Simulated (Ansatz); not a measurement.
# UB3LYP/6-31G(d) (Cartesian functions) run of CHClGeNO (SMILES O=C=[N][GeH][Cl])

Aim: the energy change on altering one bond length of CHClGeNO at UB3LYP/6-31G* (Cartesian functions), from 2 runs. 

The calculation is run with Ansatz 0.2.0.

123 further runs of the same task are left out: 123 set aside as unsound or not needed.

### 1 The molecule

CHClGeNO: 6 atoms, total charge 0, spin state doublet. SMILES: `O=C=[N][GeH][Cl]`. The coordinates come from a PBE0-D4/def2-TZVP relaxation. This is one conformer, not always the lowest.

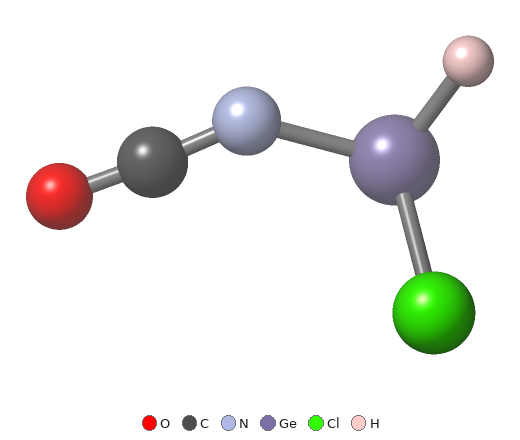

Viewed from a chosen angle; oxygen red, carbon dark grey, nitrogen light blue, germanium purple, chlorine green, hydrogen pink.

### 2 The energy at UB3LYP/6-31G(d) (Cartesian functions)

Contents of run.yaml:

```yaml
basis:
  gaussian: {orbitals: "6-31G*"}
crystal:
  periodic: [false, false, false]
  atoms:
    - {symbol: O, position_ang: [0.024100, -1.617100, -2.245100]}
    - {symbol: C, position_ang: [-0.242900, -1.020000, -1.284700]}
    - {symbol: N, position_ang: [-0.575200, -0.454300, -0.273000]}
    - {symbol: Ge, position_ang: [-0.153300, 1.067300, 0.651100]}
    - {symbol: Cl, position_ang: [1.946900, 0.976200, 1.132800]}
    - {symbol: H, position_ang: [-0.957700, 0.983900, 1.972700]}
magnetization: {spin_polarized: true, initial_magnetization: 1}
hamiltonian: {xc: {name: B3LYP}}
accuracy: high
output: {orbitals: {seedname: orbitals}}
```

Command:

```
$ ansatz run run.yaml --threads 1 --pin off --max-ram 3480MiB --events-out events.jsonl --progress --plain --runs-dir runs
```

Output:

```text
Warning: RAYON_NUM_THREADS=1 ignored (pool sized by the plan → 1); use --threads N
Functional definition: B3LYP
  name "B3LYP"
  parameter a0 = 0.2
  parameter ax = 0.72
  parameter ac = 0.81
  exchange = (1 - a0 - ax)*slater_x + ax*b88_x + a0*exact_x
  correlation = (1 - ac)*vwn_rpa_c + ac*lyp_c
1965 factors; integrals over basis functions are off by at most 6.0e-9 eV
mean field evaluation 1: about -73619.3501 eV, gradient 4.0e1 eV
mean field evaluation 2: about -73604.9859 eV, gradient 6.8e1 eV
mean field evaluation 4: about -73625.0107 eV, gradient 3.3e0 eV
mean field evaluation 8: about -73625.1355 eV, gradient 9.2e-1 eV
mean field evaluation 16: about -73625.1391 eV, gradient 8.2e-4 eV
mean field -73625.13908811 eV, -2705.6739565762 hartree, gradient 4.0e-8 eV, S^2 0.752257; 0 other end points of the search recorded, 0 dependent functions left out
reference -73625.13912465 eV, -2705.6739579191 hartree; 36, 35 occupied and 65, 66 virtual orbitals, 1965 factors
Total energy: -73625.13912465 eV, -2705.6739579191 hartree
```

It took 20 s on 1 thread of Arm Neoverse V1, shared host; peak memory 0.56 GiB.

### 3 The distorted shape, same level

Contents of molecule.yaml:

```yaml
crystal:
  periodic: [false, false, false]
  atoms:
    - {symbol: O, position_ang: [-1.026013, -1.571549, -2.485953]}
    - {symbol: C, position_ang: [-1.293013, -0.974449, -1.525553]}
    - {symbol: N, position_ang: [-1.625313, -0.408749, -0.513853]}
    - {symbol: Ge, position_ang: [-1.203413, 1.112851, 0.410247]}
    - {symbol: Cl, position_ang: [1.946900, 0.976200, 1.132800]}
    - {symbol: H, position_ang: [-2.007813, 1.029451, 1.731847]}
basis:
  gaussian: {orbitals: "6-31G*"}
magnetization: {spin_polarized: true, initial_magnetization: 1}
hamiltonian: {xc: {name: B3LYP}}
accuracy: high
output: {orbitals: {seedname: orbitals}}
```

Command:

```
$ ansatz run molecule.yaml --threads 1 --pin off --max-ram 3480MiB --events-out events.jsonl --progress --plain --runs-dir runs
```

Output (excerpt; [...] marks lines left out):

```text
Warning: RAYON_NUM_THREADS=1 ignored (pool sized by the plan → 1); use --threads N
[... 7 set-up lines as earlier in the session ...]
1909 factors; integrals over basis functions are off by at most 1.5e-8 eV
mean field evaluation 1: about -73615.2707 eV, gradient 4.2e1 eV
mean field evaluation 2: about -73565.1796 eV, gradient 8.9e1 eV
mean field evaluation 4: about -73622.8970 eV, gradient 8.5e0 eV
mean field evaluation 8: about -73623.2832 eV, gradient 3.7e-1 eV
mean field evaluation 16: about -73623.3508 eV, gradient 3.9e-2 eV
mean field evaluation 32: about -73623.3509 eV, gradient 4.7e-5 eV
mean field -73623.35086293 eV, -2705.6082405131 hartree, gradient 6.2e-8 eV, S^2 0.775489; 4 other end points of the search recorded, 0 dependent functions left out
reference -73623.35090255 eV, -2705.6082419692 hartree; 36, 35 occupied and 65, 66 virtual orbitals, 1909 factors
Total energy: -73623.35090255 eV, -2705.6082419692 hartree
```

Run time: 33 s. Hardware: 1 thread of Arm Neoverse V1, shared host; peak memory 0.55 GiB.

### 4 Summary of results

Level: UB3LYP/6-31G* (Cartesian functions).

```
                                                           quantity           value
                                          first shape: total energy  -2705.67396 Eh
                    first shape: HOMO energy (highest over α and β)        -6.65 eV
                     first shape: LUMO energy (lowest over α and β)        -4.17 eV
                                                  first shape: ⟨S²⟩           0.752
                                      distorted shape: total energy  -2705.60824 Eh
                distorted shape: HOMO energy (highest over α and β)        -7.45 eV
                 distorted shape: LUMO energy (lowest over α and β)        -5.54 eV
                                              distorted shape: ⟨S²⟩           0.775
energy change with the Ge4–Cl5 bond stretched from 2.157 to 3.235 Å        1.788 eV
```

What this shows: With the Ge4–Cl5 bond stretched from 2.157 to 3.235 Å the energy rises by 1.79 eV (41 kcal/mol). The first shape isn't relaxed at this level, so the change isn't measured from a minimum.
